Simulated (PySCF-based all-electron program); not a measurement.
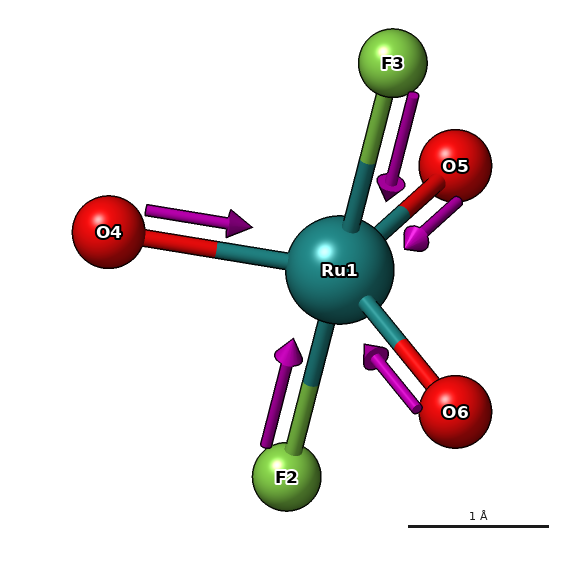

Arrows show the forces on the atoms, 10 Å of arrow for 1 eV/Å; forces under a tenth of the largest aren't drawn. Charge 0, singlet. Level of theory: PBE, all-electron, scalar-relativistic (Koelling-Harmon), large uncontracted Gaussian sets (PySCF-based all-electron program).

List the force components in the frame of the picture (x right, y up, z towards the viewer), in eV/Å.

| atom | Fx | Fy | Fz |
| --- | --- | --- | --- |
| Ru1 | 0.00 | 0.00 | 0.00 |
| F2 | 0.02 | 0.08 | 0.06 |
| F3 | −0.02 | −0.08 | −0.06 |
| O4 | 0.08 | −0.01 | −0.01 |
| O5 | −0.04 | −0.03 | 0.06 |
| O6 | −0.04 | 0.05 | −0.05 |
